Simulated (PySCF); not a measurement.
SMILES C=[CH][SnH]([CH]=C)[CH]=C at its GFN2-xTB optimised geometry (Å):

```
17

Sn    -1.0404    -0.7740     0.0000
C     -1.8640    -1.8731     1.6677
C     -2.6488    -2.9269     1.5610
C      1.1214    -0.7740     0.0000
C      1.8644    -0.1140     0.8670
C     -1.7819     1.2560     0.0000
C     -1.0197     2.3310    -0.0526
H     -1.5661    -1.5641    -1.4119
H     -1.5938    -1.5097     2.6500
H     -2.9441    -3.3273     0.6059
H     -3.0329    -3.4414     2.4300
H      1.6008    -1.3603    -0.7703
H      1.4393     0.4841     1.6569
H      2.9441    -0.1409     0.8303
H     -2.8554     1.3681     0.0585
H     -1.4374     3.3273    -0.0434
H      0.0548     2.2718    -0.1124
```

Computed with PBE0/def2-SVP, def2 effective core potentials past Kr (PySCF). The core electrons that the potentials of Sn replace are not part of the density. Cells within 0.4 Å of a nucleus heavier than hydrogen are left out (blank, or x).

Map of the deformation density (molecule minus spherical neutral atoms) (e/bohr³) on the plane z = 0.0 Å:

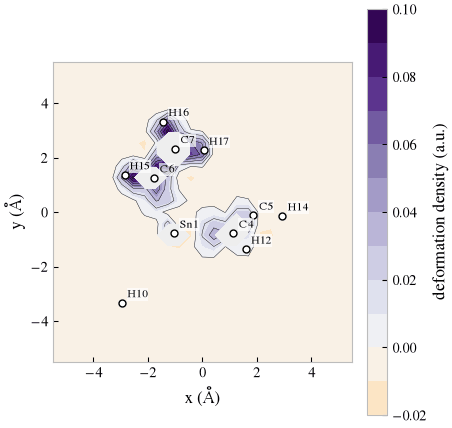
Figure. Deformation density (molecule minus spherical neutral atoms) (e/bohr³) on the plane z = 0.0 Å.
